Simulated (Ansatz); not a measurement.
# SiF4···H2O: what the fields show

The calculation's input:

```
crystal:
  periodic: [false, false, false]
  atoms:
    - {symbol: Si, position_ang: [-0.945035, -0.478494, -0.261124]}
    - {symbol: F, position_ang: [-0.356667, -1.138160, 1.032878]}
    - {symbol: F, position_ang: [0.043628, -0.559407, -1.474322]}
    - {symbol: F, position_ang: [-2.188910, -1.351948, -0.660671]}
    - {symbol: F, position_ang: [-1.478518, 0.966856, -0.013991]}
    - {symbol: H, position_ang: [1.705492, 0.609774, 1.207536]}
    - {symbol: O, position_ang: [1.282413, 0.993975, 0.435578]}
    - {symbol: H, position_ang: [1.937497, 0.957302, -0.265885]}
basis:
  gaussian: {orbitals: def2-TZVPP}
hamiltonian: {xc: pbe0, dispersion: d4}
output: {orbitals: {seedname: orbitals}}
```

Command:

```sh
ansatz run in.yaml --threads 8 --pin off --events-out ev --progress --plain --max-ram 19148MiB
```

The reactant side of a reaction path; geometry: PBE0-D4/def2-TZVP.

Level of theory: Ansatz 0.2.0, RKS PBE0-D4/def2-TZVPP.

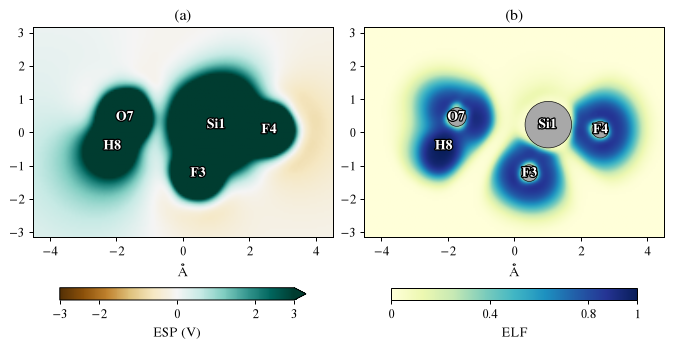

Figure 1. (a) molecular electrostatic potential; (b) ELF on the plane of atoms F3, Si1 and F4. Grey discs cover the atomic cores in the ELF map.

### Interpret the plot.

The plane passes through Si, F, O and H nuclei. Si1···O7 (2.76 Å): the ELF is about 0.05 at the midpoint. Si–F (1.57 Å): the ELF peaks at about 0.85 in the valence shell of F, 0.5 Å from its nucleus, and is about 0.50 at the midpoint. O–H (0.96 Å): the ELF climbs to about 1 towards the hydrogen, as it does in any bond to H: an ordinary covalent bond to hydrogen. The ELF also peaks beside F3 and F4, away from the bonds: lone-pair regions. Outside the dense part of the complex the potential is most negative (−0.7 V) near F4.

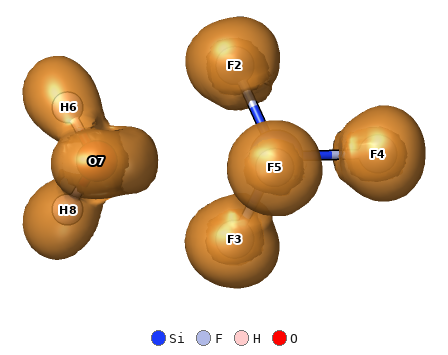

Figure 2. Isosurface of the ELF at 0.8 (orange), seen across its widest extent. Only the valence region is drawn (cores and ρ < 0.01 e/Å³ removed).

### Identify the bonds, lone pairs and shells in this picture.

The ELF exceeds this value in four regions wrapped around F (its lone pairs, merged into a ring or cap) and one joined region spread over several atoms (H, O), in which their bonds and any lone pairs are merged. Profiles from the grid: Si–F (1.56 Å): the ELF peaks at about 0.85 in the valence shell of F, 0.6 Å from its nucleus, and is about 0.50 at the midpoint.

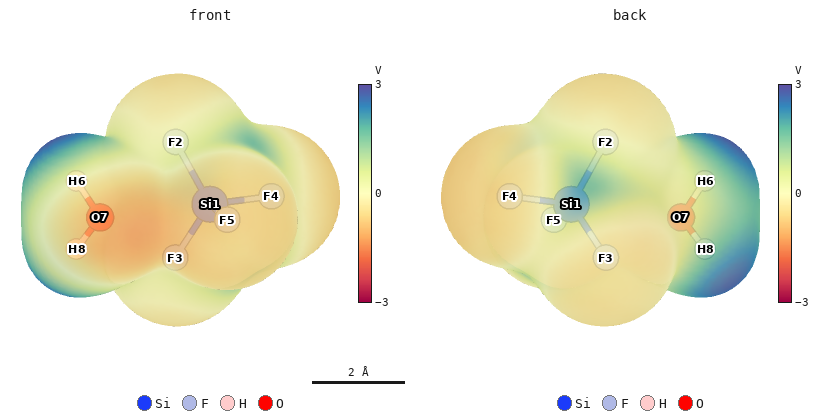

Figure 3. The electrostatic potential painted on the density surface at 0.002 e/bohr³, seen from the front and from behind; red is negative and blue positive.

### Where is the surface potential most negative and most positive?

The most negative region (about −1.3 V) lies over O7, the most positive (about +2.8 V) over H6 and H8. O7 is the likeliest acceptor of a hydrogen bond.
